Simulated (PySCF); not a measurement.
SMILES [SiH3]O[SiH2][SiH2]c1ccccc1 (C6H12OSi3) at its GFN2-xTB optimised geometry (Å):

```
22

Si    -3.3735     0.3881    -2.1242
O     -2.5471    -0.9914    -2.2652
Si    -1.4353    -2.1691    -2.1097
Si    -0.3909    -1.9321    -0.0642
C      0.6105    -0.3274     0.0000
C     -0.0410     0.9037    -0.0043
C      0.6684     2.0905    -0.0054
C      2.0536     2.0691    -0.0035
C      2.7197     0.8552     0.0000
C      2.0020    -0.3274     0.0000
H     -4.5055     0.2602    -3.0364
H     -2.4759     1.4826    -2.4906
H     -3.8003     0.4929    -0.7271
H     -0.5690    -2.0134    -3.2860
H     -2.2208    -3.3975    -2.2753
H      0.5485    -3.0348     0.2019
H     -1.3092    -1.8967     1.0899
H     -1.1225     0.9312    -0.0069
H      0.1425     3.0348    -0.0083
H      2.6110     2.9947    -0.0044
H      3.8003     0.8318     0.0025
H      2.5284    -1.2715     0.0034
```

Calculation: PBE/def2-SVP (PySCF 2.14.0). Cells within 0.4 Å of a nucleus heavier than hydrogen are left out (blank, or x).

Map of the electrostatic potential (hartree/e), clipped to [-0.08, 0.12] on the plane z = 0.0 Å:

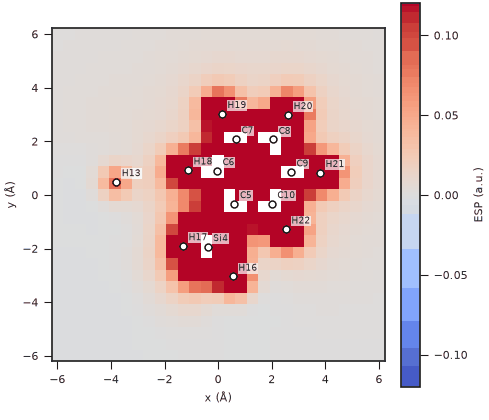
Figure. Electrostatic potential (hartree/e), clipped to [-0.08, 0.12] on the plane z = 0.0 Å.
